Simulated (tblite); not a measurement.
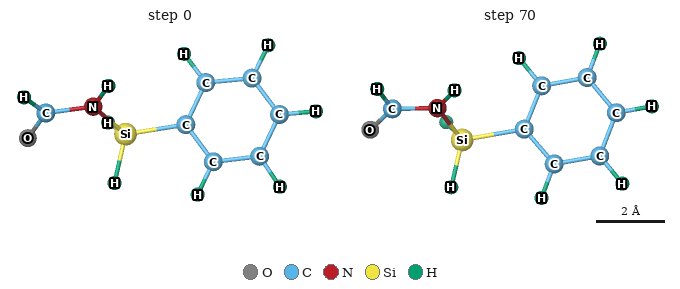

The structure of C$_{7}$H$_{9}$NOSi before (left) and after (right) a relaxation, at one scale.

The picture is a ball-and-stick view, seen face on.

Computed with GFN2-xTB geometry optimisation, gas phase (tblite). 

**What changed between the two?**

The atom that moves furthest after the best rigid fit is an H atom (0.47 Å). Largest moves by element: H 0.47 Å, O 0.27 Å, Si 0.25 Å, C 0.23 Å, N 0.16 Å. Among the contacts that change: C–O 1.290 → 1.206 Å, C–N 1.423 → 1.340 Å, C–Si 1.819 → 1.889 Å, H–N 1.066 → 1.007 Å. Bond angles that change, for instance: N–Si–C 115.1° → 103.2°, H–Si–H 104.0° → 114.2°, N–C–H 121.7° → 115.2°. After 70 geometry steps the energy has fallen by 0.741 eV. The run took 0.61 s on 1 thread of Arm Neoverse V1, with other jobs on the host.
